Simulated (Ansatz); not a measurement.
A series of calculations on Ge2H5Cl2F

Part 1: Relaxation

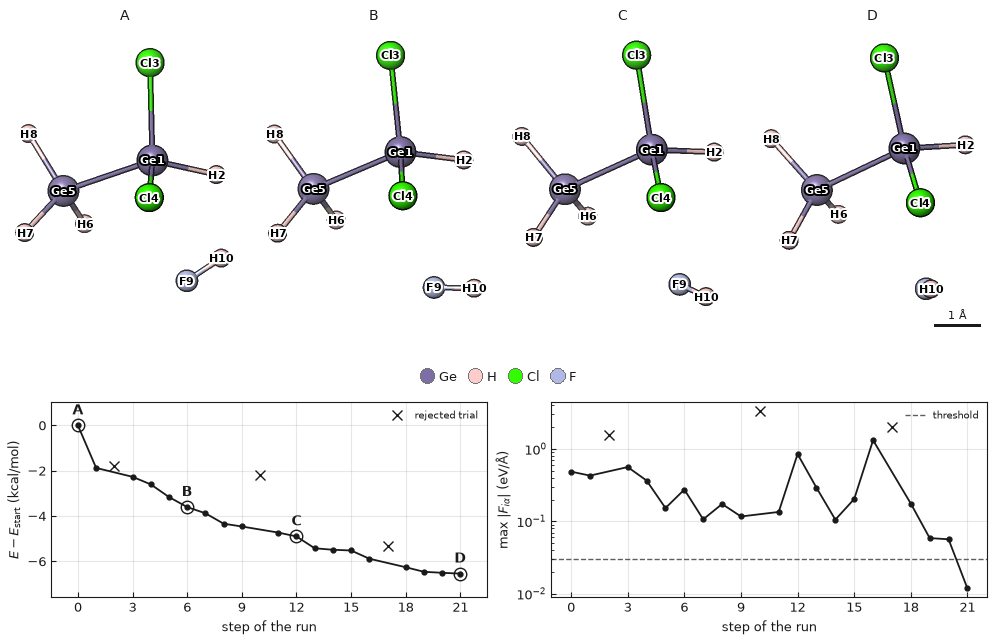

Frames of a relaxation of Ge$_{2}$H$_{5}$Cl$_{2}$F, marked on the history of the run. A ball-and-stick model, seen at a tilt.

The run prepares an end point of a later path (reaction) calculation, from a guessed geometry.

Theory: RHF/def2-SVP (Ansatz 0.2.0).

Input
```yaml
crystal:
  periodic: [false, false, false]
  atoms:
    - { symbol: Ge, position_ang: [0.096374, -0.042455, -0.067964] }
    - { symbol: H, position_ang: [0.12553, 0.213203, 1.453666] }
    - { symbol: Cl, position_ang: [2.183186, -0.1612, -0.658235] }
    - { symbol: Cl, position_ang: [-0.684828, 1.765682, -0.960413] }
    - { symbol: Ge, position_ang: [-1.051035, -2.031246, -0.934268] }
    - { symbol: H, position_ang: [-1.660396, -2.804476, 0.236039] }
    - { symbol: H, position_ang: [-2.13466, -1.565347, -1.905142] }
    - { symbol: H, position_ang: [-0.012922, -2.893925, -1.653521] }
    - { symbol: F, position_ang: [-2.311547, -0.037272, 1.522202] }
    - { symbol: H, position_ang: [-1.642903, 0.267434, 2.056734] }
basis:
  gaussian: { orbitals: def2-SVP }
hamiltonian:
  xc: hf
relax:
  f_tol: 0.03
  max_steps: 50
```

Run as
```bash
ansatz run input.yaml --threads 4 --pin off --max-ram 5120MiB --backend cpu --events-out ev --progress --plain --runs-dir out
```

Describe the path.

Answer. The energy falls by 6.54 kcal/mol in 18 accepted moves (21 points after the start). Largest force component: 0.49 eV/Å at the start, 0.012 eV/Å at the end. The line search rejected the trial steps at points 2, 10, 17 of the run. The largest move after the best rigid fit is that of H10, 1.36 Å. By element the largest moves are H 1.36 Å, Cl 0.66 Å, Ge 0.34 Å, F 0.25 Å. Some distances before and after: Ge1–Cl4 2.162 → 2.197 Å, Ge1–H2 1.543 → 1.522 Å. Bond angles that change, for instance: Cl3–Ge1–Ge5 108.0° → 110.3°, Cl4–Ge1–Ge5 111.3° → 109.1°. The run took 48 s on 4 threads of Arm Neoverse V1 (shared host), peak memory 0.41 GiB. From step 0 to 6: H10 moves most (0.68 Å), energy −3.60 kcal/mol. From step 6 to 12: H10 moves most (0.54 Å), energy −1.30 kcal/mol. From step 12 to 21: H10 moves most (0.61 Å), energy −1.64 kcal/mol.

Limits of the set-up: Hartree-Fock leaves out electron correlation.

Part 2: Relaxation

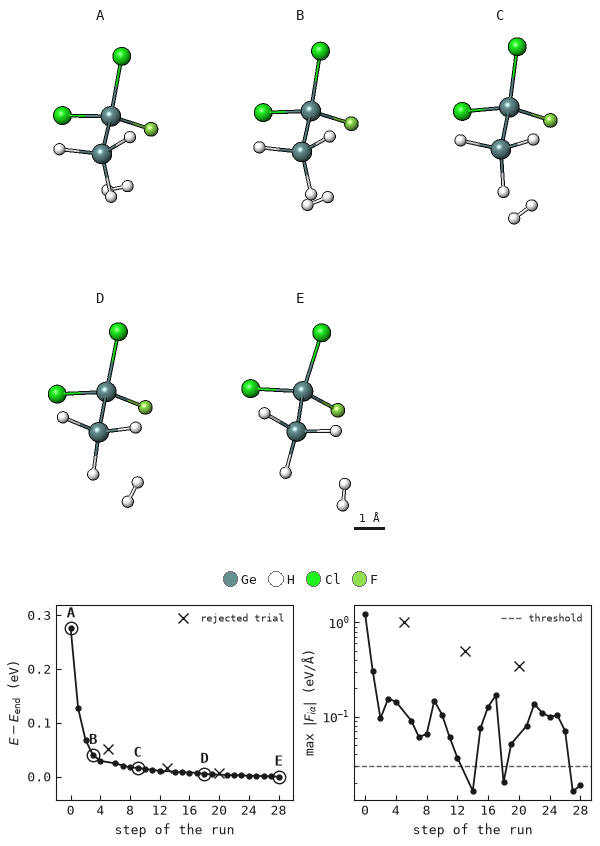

Frames of a relaxation of Ge2H5Cl2F, marked on the history of the run. The picture is a ball-and-stick view, seen from a free direction.

The run prepares an end point of a later path (reaction) calculation, from a guessed geometry.

Level of theory: RHF/def2-SVP in Ansatz 0.2.0.

Input
```yaml
crystal:
  periodic: [false, false, false]
  atoms:
    - { symbol: Ge, position_ang: [-0.474355, 0.278928, -0.353901] }
    - { symbol: H, position_ang: [-0.118035, -0.872687, 2.130706] }
    - { symbol: Cl, position_ang: [1.602942, 0.534824, 0.123868] }
    - { symbol: Cl, position_ang: [-0.85623, 1.543985, -2.055586] }
    - { symbol: Ge, position_ang: [-1.195653, -2.001166, -0.897771] }
    - { symbol: H, position_ang: [-1.485124, -2.750449, 0.398896] }
    - { symbol: H, position_ang: [-2.453694, -1.886106, -1.758404] }
    - { symbol: H, position_ang: [-0.059305, -2.674607, -1.66459] }
    - { symbol: F, position_ang: [-1.37029, 1.006328, 0.894886] }
    - { symbol: H, position_ang: [-0.683456, -0.46865, 2.270996] }
basis:
  gaussian: { orbitals: def2-SVP }
hamiltonian:
  xc: hf
relax:
  f_tol: 0.03
  max_steps: 50
output:
  orbitals: {}
```

Command:
```bash
ansatz run input.yaml --threads 4 --pin off --max-ram 5120MiB --backend cpu --events-out ev --progress --plain --runs-dir out
```

**What happens along the run?**

The atom that moves furthest after the best rigid fit is H2 (1.81 Å). Largest moves by element: H 1.81 Å, Cl 0.66 Å, F 0.46 Å, Ge 0.44 Å. Some distances before and after: H2–H10 0.709 → 0.748 Å, Ge1–F9 1.700 → 1.719 Å, Ge1–Ge5 2.453 → 2.446 Å. Among the angles between lasting bonds that change: Cl4–Ge1–Ge5 108.6° → 113.4°, Ge5–Ge1–F9 113.9° → 110.9°, Cl3–Ge1–Ge5 116.4° → 113.6°. Groups turn about Ge1–Ge5 by about 20°. The energy falls by 0.275 eV in 25 accepted moves (28 points after the start). Largest force component: 1.2 eV/Å at the start, 0.019 eV/Å at the end. The line search rejected the trial steps at points 5, 13, 20 of the run. The forces were under the threshold at step 14, but the run went on from there. From step 0 to 3: H2 moves most (0.57 Å), energy −0.235 eV. From step 3 to 9: H2 moves most (0.61 Å), energy −0.024 eV. From step 9 to 18: H2 moves most (0.41 Å), energy −0.011 eV. From step 18 to 28: H2 moves most (0.49 Å), energy −0.005 eV.

Limits of the set-up: Hartree-Fock leaves out electron correlation.

Part 3: Path

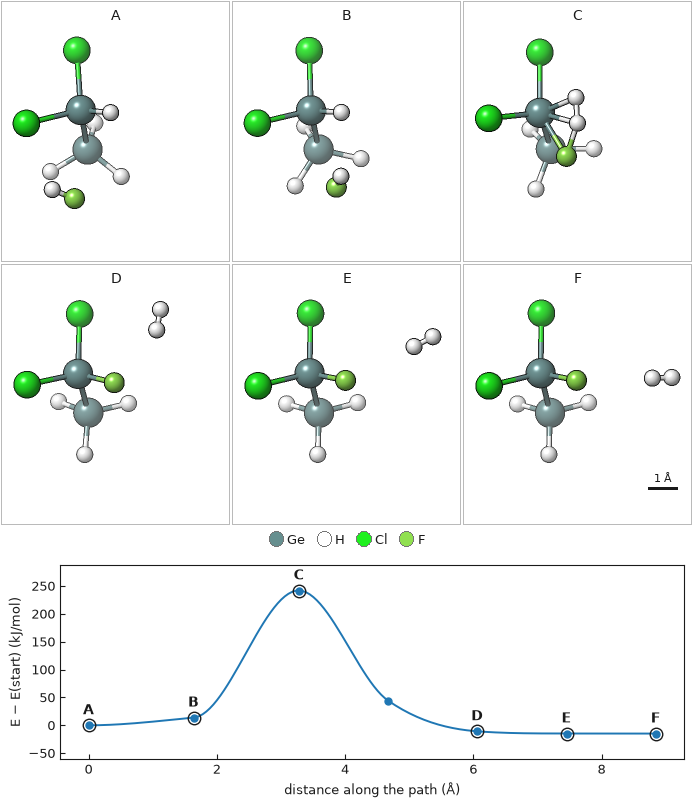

A nudged-elastic-band calculation for Ge2H5Cl2F, made up at the start of Ge$_{2}$H$_{4}$Cl$_{2}$ and HF. Images are numbered from 0 (start) to 6 (end). Frames A to F are images 0, 1, 2, 4, 5, 6. The picture is a ball-and-stick view, seen from a free direction.

These are results of RHF/def2-SVP in Ansatz, not measurements. Run with 5 movable images; climbing image; force threshold 0.03 eV/Å; iteration limit 60; starting path through a guess of the saddle point.

Read off the barrier and say what moves.

Answer. Breaking: F–H (0.91 → 2.70 Å), Ge–H (1.52 → 4.63 Å). Forming: F–Ge (3.21 → 1.72 Å), H–H (3.39 → 0.75 Å). The energy climbs by 241.9 kJ/mol to image 2 and then falls by 256.7 kJ/mol, so the end point sits at −14.8 kJ/mol. The band converged in 41 iterations. The largest component of the band force went from 40 to 0.03 eV/Å. The climbing image converged on the top of the path. Its vibrational analysis gives one imaginary mode (1475i cm⁻¹), as a transition state must have.

Limits of the set-up: the start holds two separate molecules, 2.5 Å apart at their closest, whose relative position is a soft coordinate and is computed without a dispersion correction; Hartree-Fock leaves out electron correlation.
